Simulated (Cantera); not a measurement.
Input: 1 mol C₃H₆, 0.16 mol CO₂, 19 mol N₂, equilibrated at 23.0 Pa.

Cantera equilibrium calculation (NASA polynomials, part measured and part estimated; ideal gas, pure solids and liquids). Candidate condensed phases: C, C₆H₆, C₇H₈, C₈H₁₈, H₂O; 136 gas species. Equilibrium is a limit: real reactors are often held back by kinetics, nucleation or transport.

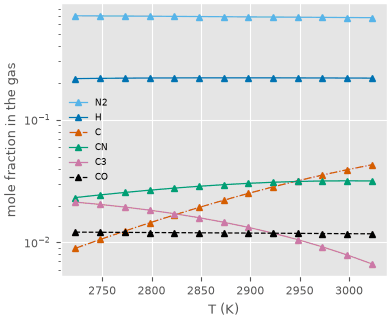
Equilibrium gas composition (values under 1e-9 drawn at 1e-9)

From 2723 K to 3023 K nothing is condensed. The main C-bearing gas is C₃ at 2723 K and C at 3023 K.
